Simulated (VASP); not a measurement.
Band structure of CsBr (CsCl type). Level of theory: revTPSS meta-GGA, VASP's PBE PAW potentials (set 64) (plane waves; VASP).

Unless said otherwise, spin-orbit coupling is left out, though it shifts the bands of the heavy elements here.

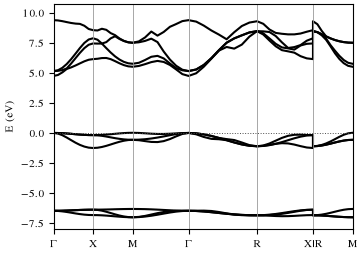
Fig. 1. Bands along high-symmetry lines, zero at the valence-band maximum or, without a gap, the Fermi level

### Question
Read the plot: is there a gap, and where are the band edges?

### Answer
The gap is indirect, 4.73 eV, from the valence maximum at M to the conduction minimum at Γ.

Measured: gap 7.30 eV (computed value off by -2.57 eV), as given by Aguado et al., (1998), arXiv:cond-mat/9809176.

The compound is CsBr in the CsCl type structure. It was relaxed first.
